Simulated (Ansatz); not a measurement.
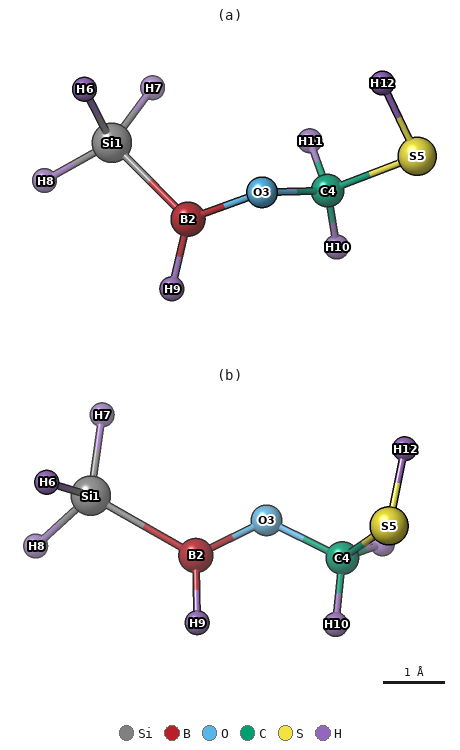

The structure of CH7BOSSi (coarse preliminary run) before (top) and after (bottom) a relaxation, at one scale.

A ball-and-stick model, seen at a tilt.

The start comes from a force field.

These are results of RKS PBE-D4/def2-SVP in Ansatz 0.2.0, not measurements. (force threshold 0.03 eV/Å; at most 200 steps)

Q: What changed between the two?

A: The atom that moves furthest after the best rigid fit is H11 (1.41 Å). Largest moves by element: H 1.41 Å, O 1.38 Å, S 0.80 Å, B 0.47 Å, Si 0.38 Å, C 0.30 Å. Near-neighbour distances that change, for instance: Si1–B2 1.898 → 2.031 Å, B2–O3 1.472 → 1.358 Å, Si1–H8 1.410 → 1.511 Å, C4–H11 1.185 → 1.107 Å. Bond angles that change, for instance: B2–O3–C4 110.8° → 121.7°, S5–C4–H10 112.0° → 105.0°, B2–Si1–H7 109.0° → 113.6°. Groups turn about B2–O3 by about 85°, O3–C4 by about 80°, Si1–B2 by about 60°. Over 29 accepted moves (32 points after the start) the energy falls by 34.3 kcal/mol. The largest force component goes from 3.5 to 0.025 eV/Å. The line search rejected the trial steps at points 13, 25, 26 of the run. The forces were under the threshold at step 27, but the run went on from there. Cost: 51 s on 4 threads of Arm Neoverse V1, on a shared host.
